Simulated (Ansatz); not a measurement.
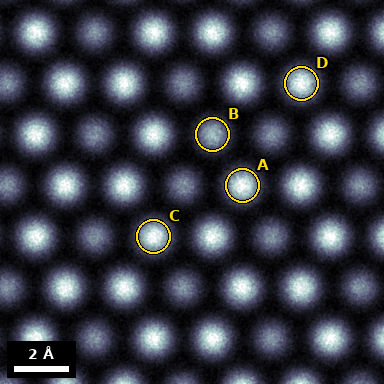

Z-contrast image of CaCo2 (P6/mmm, No. 191) along [001]. The image is simulated as a sum over atoms of Z^1.7, blurred by a 1.06 Å probe (no channelling). The probe carries 15 % of its weight in a tail 2.5 times as wide. Shot noise was added.

The sample is 4 repeats (16.9 Å) thick. One point defect was put into the perfect crystal, without relaxing the atoms around it. Brightness is counted from the darkest point of the image. Host structure: the end point of a relaxation at fixed volume with Ansatz 0.2.0, DFT PBEsol, scalar-relativistic, plane waves, PAW; the starting structure was generated, so it need not be a known form of this composition.

**Which ringed column holds the defect, and does it scatter more or less than its equals?**

B; it scatters less. The column holds 4 atoms (Co) through the sample, and one Co atom is missing, so its peak drops to about 75 % of that of its equals.
